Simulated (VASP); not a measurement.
Band structure of ZnS (relaxed from the NiAs type structure, space group P6_3/mmc). Calculation: r2SCAN meta-GGA, VASP's PBE PAW potentials (set 64) (plane waves; VASP).

The path is coarsely sampled, so an indirect gap can come out somewhat too large.

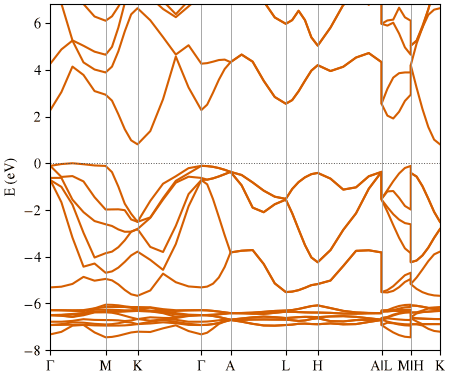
Fig. 1. Bands along high-symmetry lines, zero at the valence-band maximum or, without a gap, the Fermi level

**Question.** Read the plot: is there a gap, and where are the band edges?

**Answer.** The gap is indirect, 0.81 eV, from the valence maximum at Γ-M at 0.40 to the conduction minimum at K.

The structure was generated: ZnS was put into the NiAs type type (P6_3/mmc), which need not be its known phase. It was relaxed first, which changed the volume by +15 %.
